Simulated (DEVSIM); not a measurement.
Structure: Al/Al2O3/SiO2/n-Si capacitor, at 250 K.

| layer (left to right) | material | thickness (nm) | Nd (cm⁻³) |
|---|---|---|---|
| 1 | Al2O3 | 2.10 | - |
| 2 | SiO2 | 1.00 | - |
| 3 | Si | 910 | 4e17 |

Metal gate on the left, work function 4.1 eV. Fixed charge at the semiconductor interface 3.5e10 cm⁻² (in units of +e); no interface traps.

This is a model device: material constants are rounded textbook-type values typed into the input, and sizes, dopings and lifetimes were drawn at random. Values at 300 K; Nc and Nv go as T^1.5, mobilities as T to minus their exponent, the gap by Varshni's rule with the affinity fixed.

| parameter | Al2O3 | SiO2 | Si |
|---|---|---|---|
| gap (eV) | 6.8 | 9 | 1.124 |
| affinity (eV) | 1.35 | 0.9 | 4.05 |
| permittivity | 9 | 3.9 | 11.7 |
| Nc (cm⁻³) | - | - | 2.86e19 |
| Nv (cm⁻³) | - | - | 3.1e19 |
| Varshni α (eV/K) | - | - | 0.000473 |
| Varshni β (K) | - | - | 636 |

Model (solved in DEVSIM): 1D Poisson equation in equilibrium, Boltzmann statistics, complete ionisation; no quantum confinement or tunnelling. Metal contacts follow the ideal Schottky-Mott rule: no Fermi-level pinning, no interface dipoles.

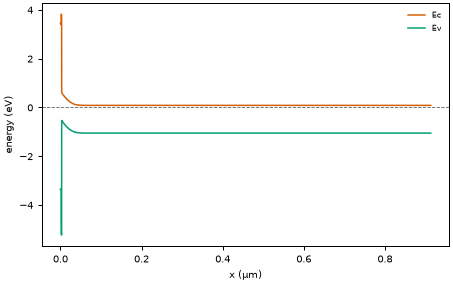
Figure. Band edges at -0.7 V on the gate

Energies count from the Fermi level of the right contact; mesh points crowd at the junctions.

```
x (μm)     Ec (eV)  Ev (eV)  n (cm⁻³)  p (cm⁻³)  field (V/cm)
---------  -------  -------  --------  --------  ------------
0.000        3.450   -3.350     < 1e2     < 1e2       -330000
0.0007637    3.425   -3.375     < 1e2     < 1e2       -330000
0.001408     3.404   -3.396     < 1e2     < 1e2       -330000
0.002140     3.828   -5.172     < 1e2     < 1e2       -760000
0.002760     3.780   -5.220     < 1e2     < 1e2       -760000
0.003461     0.596   -0.540     2.1e7     3.1e8       -250000
0.004935     0.561   -0.575     1.1e8     6.0e7       -240000
0.009158     0.466   -0.670     8.6e9    740000       -210000
0.01614      0.334   -0.802    4.0e12      1600       -170000
0.02893      0.171   -0.966    7.9e15     < 1e2        -89000
0.05503      0.088   -1.048    3.7e17     < 1e2         -3200
0.1298       0.086   -1.050    4.0e17     < 1e2           ≈ 0
0.2451       0.086   -1.050    4.0e17     < 1e2           ≈ 0
0.4733       0.086   -1.050    4.0e17     < 1e2           ≈ 0
0.7312       0.086   -1.050    4.0e17     < 1e2           ≈ 0
0.8212       0.086   -1.050    4.0e17     < 1e2           ≈ 0
0.8653       0.086   -1.050    4.0e17     < 1e2           ≈ 0
0.8894       0.086   -1.050    4.0e17     < 1e2           ≈ 0
0.9039       0.086   -1.050    4.0e17     < 1e2           ≈ 0
0.9088       0.086   -1.050    4.0e17     < 1e2           ≈ 0
0.9115       0.086   -1.050    4.0e17     < 1e2           ≈ 0
0.9131       0.086   -1.050    4.0e17     < 1e2           ≈ 0
```
